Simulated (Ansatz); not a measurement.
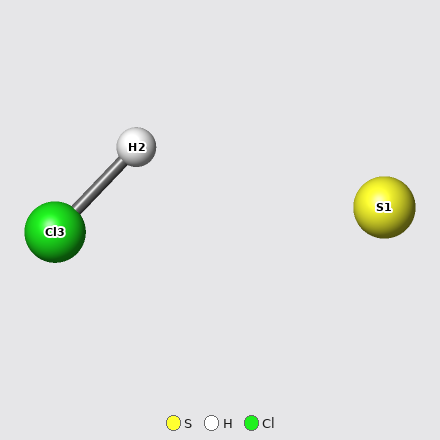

The system is S + HCl, spin multiplicity 3; the picture shows the reference structure. The first coordinate is: distance S1–H2; the second: distance H2–Cl3. Nothing is relaxed (the angle S1–H2–Cl3 is fixed at 120 degrees). The scan uses a 12 × 12 grid. At 22 points there is no value. Energies: eV, counted from S far from the relaxed HCl (each part in its own basis). In part of the range the unrestricted reference is strongly spin-contaminated. Level of theory: UKS PBE0-D4/aug-cc-pVTZ in Ansatz.

Its coordinates:

| atom | x (Å) | y (Å) | z (Å) |
| --- | --- | --- | --- |
| S | -2.6880 | 0.0000 | 0.0000 |
| H | 0.0000 | 0.0000 | 0.0000 |
| Cl | 0.6190 | 1.0721 | 0.0000 |

Range: distance S1–H2 from 1.088 to 2.688 Å; distance H2–Cl3 from 1.064 to 2.664 Å.

Q: What landscape does the calculation give?

A: The lowest grid point is at distance S1–H2 = 2.688 Å, distance H2–Cl3 = 1.238 Å, −0.046 eV from S far from the relaxed HCl (each part in its own basis). It lies in a valley that leaves the map towards separated partners. Other grid points that lie below all their neighbours: distance S1–H2 = 1.384 Å, distance H2–Cl3 = 1.792 Å (0.32 eV higher). The highest grid point, distance S1–H2 = 2.688 Å, distance H2–Cl3 = 2.664 Å, lies 4.06 eV above the lowest.

| distance H2–Cl3 ↓, distance S1–H2 → | 1.088 | 1.159 | 1.262 | 1.384 | 1.518 | 1.662 | 1.816 | 1.977 | 2.146 | 2.321 | 2.502 | 2.688 |
| --- | --- | --- | --- | --- | --- | --- | --- | --- | --- | --- | --- | --- |
| 2.664 | 1.95 | 1.19 | 0.66 | 0.59 | 0.87 | 1.39 | 2.01 | 2.66 | 3.22 | 3.61 | 3.86 | 4.01 |
| 2.478 | 1.87 | 1.12 | 0.60 | 0.52 | 0.80 | 1.31 | 1.92 | 2.54 | 3.06 | 3.44 | 3.67 | 3.81 |
| 2.297 | 1.81 | 1.05 | 0.53 | 0.44 | 0.71 | 1.20 | 1.78 | 2.34 | 2.81 | 3.14 | 3.36 | 3.49 |
| 2.122 | 1.77 | 1.01 | 0.47 | 0.37 | 0.61 | 1.05 | 1.56 | 2.04 | 2.42 | 2.68 | 2.86 | 2.98 |
| 1.953 | 1.79 | 1.01 | 0.45 | 0.30 | 0.48 | 0.84 | 1.26 | 1.63 | 1.90 | 2.09 | 2.23 | 2.33 |
| 1.792 | 1.95 | 1.13 | 0.51 | 0.28 | 0.36 | 0.61 | 0.90 | 1.15 | 1.34 | 1.47 | 1.57 | 1.65 |
| 1.638 | – | 1.45 | 0.71 | 0.35 | 0.29 | 0.39 | 0.53 | 0.67 | 0.78 | 0.85 | 0.92 | 0.96 |
| 1.494 | – | – | 1.13 | 0.59 | 0.34 | 0.25 | 0.25 | 0.27 | 0.30 | 0.32 | 0.35 | 0.37 |
| 1.360 | – | – | – | – | 0.59 | 0.31 | 0.15 | 0.06 | 0.01 | −0.01 | −0.02 | −0.02 |
| 1.238 | – | – | – | – | 1.18 | 0.68 | 0.37 | 0.17 | 0.06 | 0.00 | −0.03 | −0.05 |
| 1.135 | – | – | – | – | – | 1.46 | 1.01 | 0.73 | 0.56 | 0.47 | 0.42 | 0.39 |
| 1.064 | – | – | – | – | – | – | 1.86 | 1.52 | 1.31 | 1.20 | 1.14 | 1.11 |

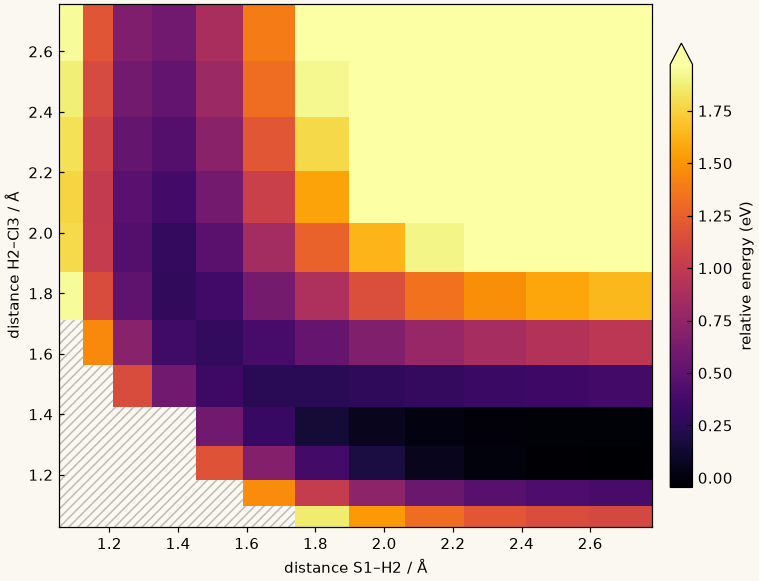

In the figure: one coloured cell a grid point, one colour for all values above the top of the scale, hatched blanks where no value was computed.

Each point was launched as `ansatz run input.yaml --threads 1 --pin off --max-ram 2560MiB --backend cpu --events-out ev --progress --plain --runs-dir out`. Time for the 122 points that were run: 49 min on 1 thread of Arm Neoverse N1, on a shared host.
